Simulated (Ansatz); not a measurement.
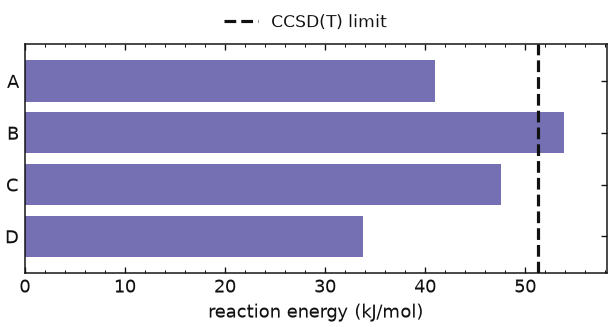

Electronic reaction energy of InSiSbNH₇ ([NH2][Sb]([SiH3])[InH2]) + Si₂NH₇ ([SiH3]N[SiH3]) → InSi₂NH₈ ([SiH3][N]([SiH3])[InH2]) + SiSbNH₆ ([NH2][SbH][SiH3]) (SMILES in brackets) at several levels (functionals in def2-TZVPP unless a basis is named), isolated molecules at PBE0-D4 triple-zeta geometries, minima by their frequencies, no zero-point or thermal terms, the Ansatz code. The line is frozen-core CCSD(T) at the basis limit (MP2 extrapolated from triple and quadruple zeta, plus CCSD(T) less MP2 in a smaller set). RPA holds a correlation term that converges slowly with the basis, so part of the distance to the limit is basis error. The distance of HF/def2-SVP to the limit includes basis error. Core potentials past Kr. The limit lies 10.4 kJ/mol from CCSD(T)/def2-TZVPP, so the line itself is uncertain by a part of that.

### The letters stand for BLYP, HF/def2-SVP, RPA and revPBE. Which is which?

A: HF/def2-SVP (40.9 kJ/mol); B: revPBE (53.8 kJ/mol); C: BLYP (47.6 kJ/mol); D: RPA (33.8 kJ/mol).

Caveats: outer-core shells are correlated without core-valence functions, which makes the correlated values less sure; spin-orbit coupling is left out, and with In and Sb it can shift these values.
